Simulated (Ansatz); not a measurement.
# TiHCl3O (SMILES Cl[Ti](Cl)(Cl)O) at wPBEh-D4/cc-pV(D+d)Z (damping of r2scan, start density atoms)

Aim: the vertical electron affinity of TiHCl3O at wPBEh-D4/cc-pV(D+d)Z (damping of r2scan, start density atoms), from 2 runs. 

The calculation is run with Ansatz 0.2.0.

5 further runs of the same task are left out: 1 for a known fault of the program, 2 that didn't finish, 2 set aside as unsound or not needed. Runs told in other sessions of the task aren't counted.

### Step 1. The structure to begin with

TiHCl3O has 6 atoms, charge 0, and is taken as a singlet. As SMILES, `Cl[Ti](Cl)(Cl)O`. The coordinates come from a PBE0-D4/def2-TZVP relaxation.

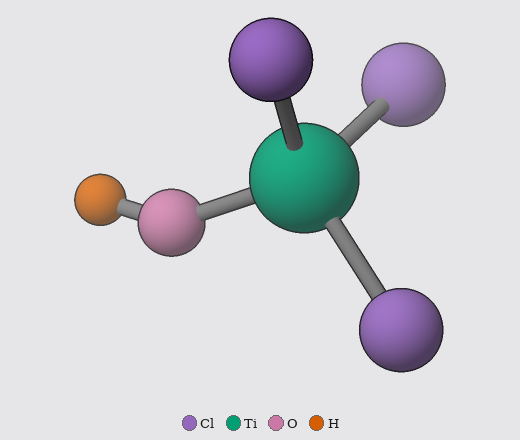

Viewed from a chosen angle; chlorine purple, titanium teal, oxygen pink, hydrogen orange.

### Step 2. The energy at wPBEh-D4/cc-pV(D+d)Z (damping of r2scan, start density atoms)

The input, in.yaml:

```yaml
crystal:
  periodic: [false, false, false]
  atoms:
    - {symbol: Cl, position_ang: [-1.629250, -0.831330, 1.360800]}
    - {symbol: Ti, position_ang: [-0.080580, -0.347470, -0.093680]}
    - {symbol: Cl, position_ang: [1.757320, -1.362960, 0.488070]}
    - {symbol: Cl, position_ang: [-0.693400, -0.978720, -2.087950]}
    - {symbol: O, position_ang: [0.191890, 1.375840, -0.087440]}
    - {symbol: H, position_ang: [0.454040, 2.144630, 0.420190]}
basis:
  gaussian:
    orbitals: cc-pV_D+d_Z.json
hamiltonian:
  xc: {name: wPBEh}
  dispersion: {method: d4, functional: r2scan}
accuracy: high
```

The basis set cc-pV(D+d)Z is read from a file made from the Basis Set Exchange's data (not shown).

Launch:

```bash
ansatz run in.yaml --threads 1 --pin off --max-ram 3480MiB --events-out events.jsonl --progress --plain --runs-dir runs
```

Standard output:

```text
Warning: RAYON_NUM_THREADS=1 ignored (pool sized by the plan → 1); use --threads N
Functional definition: wPBEh
  name "wPBEh"
  parameter a = 0.25
  parameter omega = 0.11/bohr
  exchange = wpbe_x - a*pbe_x_sr(omega) + a*exact_x_sr(omega)
  correlation = pbe_c
2872 factors; integrals over basis functions are off by at most 3.5e-9 eV
144 factors; integrals over basis functions are off by at most 1.4e-9 eV
mean field evaluation 1: about -62732.0475 eV, gradient 5.2e1 eV
mean field evaluation 2: about -62652.2961 eV, gradient 2.2e2 eV
mean field evaluation 4: about -62732.5115 eV, gradient 4.6e1 eV
mean field evaluation 8: about -62736.9732 eV, gradient 2.7e-1 eV
mean field evaluation 16: about -62737.1093 eV, gradient 3.7e-4 eV
mean field -62737.10925044 eV, -2305.5462402135 hartree, gradient 4.9e-8 eV, S^2 0.000000; 0 other end points of the search recorded, 0 dependent functions left out
reference -62737.10925661 eV, -2305.5462404403 hartree; 41, 41 occupied and 90, 90 virtual orbitals, 2872 factors
Total energy: -62737.16054804 eV, -2305.5481253658 hartree
```

Run time: 28 s. Hardware: 1 thread of Arm Neoverse V2, shared host; peak memory 0.69 GiB.

### Step 3. The doublet anion at the same level

Edit in.yaml of step 2 so:

```diff
@@ -12,2 +12,6 @@
     orbitals: cc-pV_D+d_Z.json
+total_charge: -1
+magnetization:
+  spin_polarized: true
+  initial_magnetization: 1
 hamiltonian:
```

The basis set cc-pV(D+d)Z is read from a file made from the Basis Set Exchange's data (not shown).

Launch:

```bash
ansatz run in.yaml --threads 1 --pin off --max-ram 3480MiB --events-out events.jsonl --progress --plain --runs-dir runs
```

Standard output, shortened:

```text
Warning: RAYON_NUM_THREADS=1 ignored (pool sized by the plan → 1); use --threads N
Functional definition: wPBEh
  name "wPBEh"
[...]
2872 factors; integrals over basis functions are off by at most 3.5e-9 eV
144 factors; integrals over basis functions are off by at most 1.4e-9 eV
[...]
mean field -62738.92202920 eV, -2305.6128586044 hartree, gradient 2.3e-8 eV, S^2 0.752520; 6 other end points of the search recorded, 0 dependent functions left out
reference -62738.92203447 eV, -2305.6128587981 hartree; 42, 41 occupied and 89, 90 virtual orbitals, 2872 factors
Total energy: -62738.97746283 eV, -2305.6148957528 hartree
```

Run time: 3.2 min. Hardware: 1 thread of Arm Neoverse V2, shared host; peak memory 1.1 GiB.

### Step 4. What came out

Level: wPBEh-D4/cc-pV(D+d)Z (damping of r2scan, start density atoms).

```
                                         quantity           value
                    singlet TiHCl3O: total energy  -2305.54813 Eh
               singlet TiHCl3O: dispersion energy    -4.95 kJ/mol
                      doublet anion: total energy  -2305.61490 Eh
                 doublet anion: dispersion energy    -5.35 kJ/mol
                              doublet anion: ⟨S²⟩           0.753
vertical electron affinity (to the doublet anion)        1.817 eV
```

At fixed nuclei the extra electron is bound by 1.82 eV (175 kJ/mol).
